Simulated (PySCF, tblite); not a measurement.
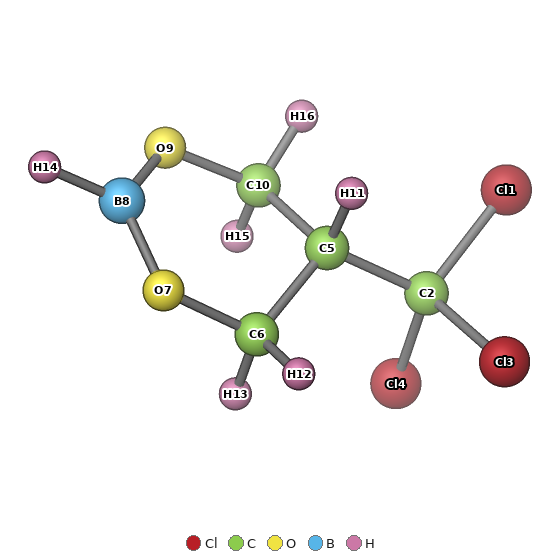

Geometry used (C₄H₆BCl₃O₂, SMILES ClC(Cl)(Cl)C1COBOC1).

GIAO shifts, PBE0/pcSseg-1, PySCF 2.14.0, at a GFN2-xTB geometry (a minimum by its frequencies), against HCl for ³⁵Cl computed at the same level (Cl: the usual scale starts at aqueous chloride instead). Gas phase, fully decoupled, line heights follow the number of nuclei, widths are arbitrary (no quadrupolar broadening); values of one conformer, averaged over methyl-type rotors and exact or near symmetry; other conformers aren't averaged in.

How many ³⁵Cl lines appear, and where?

Answer. 1 signal.


```
δ (ppm)  nuclei          atoms
  464.7       3  Cl1, Cl3, Cl4
```

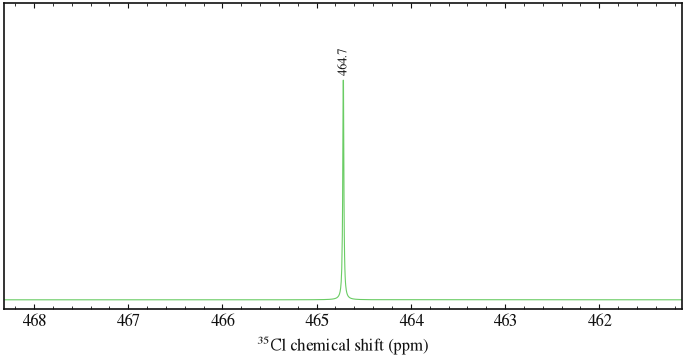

Known limits of this run: the tight-binding geometry is rougher than a DFT one and adds to the error.
